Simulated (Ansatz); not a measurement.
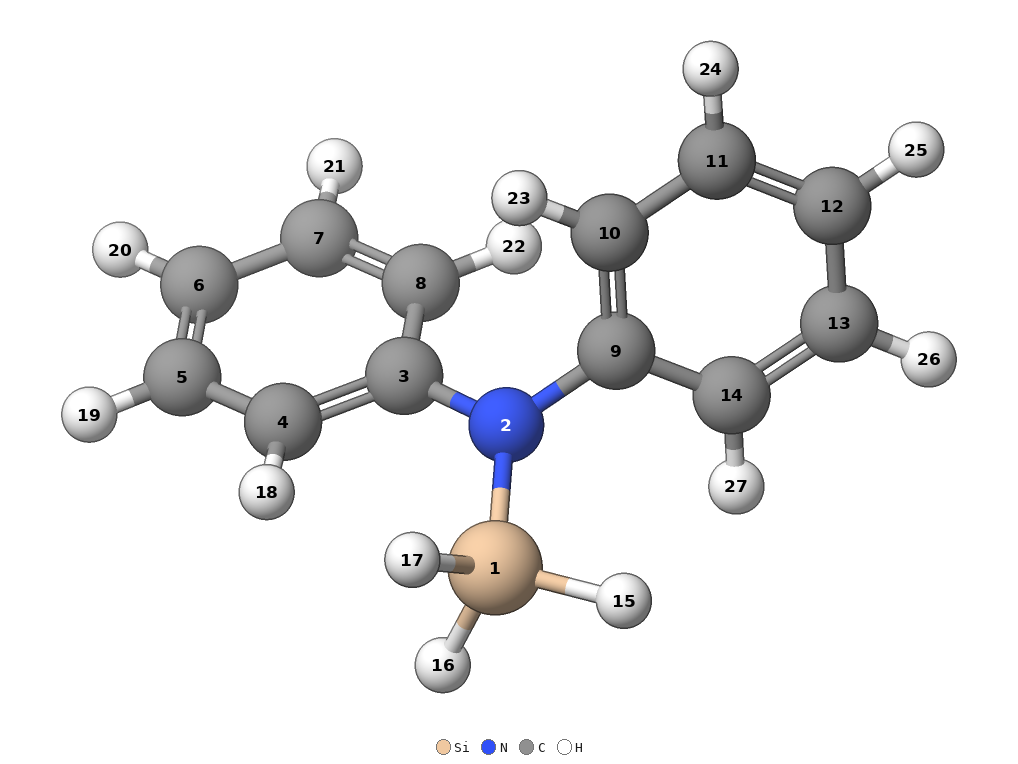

Numbered structure. The computed structure is the end point of a PBE0-D4/def2-TZVP optimisation. No frequency run is at hand to confirm it as a minimum.

Give the bond lengths. Leave out bonds to hydrogen.

```csv
bond,length (Å),order
Si1–N2,1.744,single
N2–C3,1.401,single
N2–C9,1.419,single
C3–C4,1.396,aromatic
C3–C8,1.397,aromatic
C4–C5,1.385,aromatic
C5–C6,1.386,aromatic
C6–C7,1.388,aromatic
C7–C8,1.383,aromatic
C9–C10,1.393,aromatic
C9–C14,1.390,aromatic
C10–C11,1.384,aromatic
C11–C12,1.389,aromatic
C12–C13,1.386,aromatic
C13–C14,1.387,aromatic
```
